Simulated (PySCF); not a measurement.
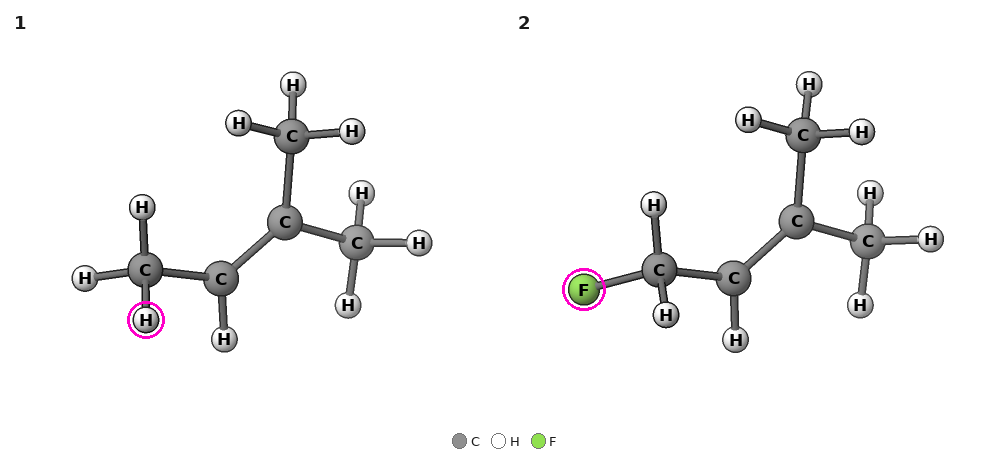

2 molecules with one skeleton, seen from the same side and at one scale; the atom that differs is circled. Charge 0, singlet. Computed geometries: PBE0-D3(BJ)/def2-SVP optimisations, one conformation each. Properties computed with PySCF 2.14.0.

One atom differs, called X below: H in panel 1, F in panel 2. Their formulas are C5H10 (`CC=C(C)C`), C5H9F (`CC(C)=CCF`).

Question: In which is the length of X–C larger (PBE0-D3(BJ)/def2-SVP)?

Answer: In panel 2 (X = F).

Question: In which is the HOMO energy (Kohn–Sham orbital) higher (PBE0/pcSseg-1)?

Answer: In panel 1 (X = H).

Give the values. With PBE0-D3(BJ)/def2-SVP: length of X–C (Å), mean angle H–C–X (°). With PBE0/pcSseg-1: dipole moment (D), HOMO energy (Kohn–Sham orbital) (eV), HOMO–LUMO gap (eV), Hirshfeld charge of X (e), GIAO shielding of the C bonded to X (ppm). With CAM-B3LYP/def2-SVPD: mean static polarisability (bohr³), lowest vertical singlet excitation (eV).

| quantity | 1 (H) | 2 (F) | 2 − 1 |
| --- | --- | --- | --- |
| length of X–C (Å) | 1.104 | 1.379 | +0.275 |
| mean angle H–C–X (°) | 106.9 | 107.9 | +1.0 |
| dipole moment (D) | 0.22 | 2.44 | +2.22 |
| HOMO energy (Kohn–Sham orbital) (eV) | −6.60 | −7.15 | −0.55 |
| HOMO–LUMO gap (eV) | 7.41 | 7.35 | −0.06 |
| Hirshfeld charge of X (e) | 0.04 | −0.13 | −0.17 |
| GIAO shielding of the C bonded to X (ppm) | 168.2 | 104.4 | −63.8 |
| mean static polarisability (bohr³) | 64.8 | 65.0 | +0.2 |
| lowest vertical singlet excitation (eV) | 6.38 | 6.84 | +0.46 |
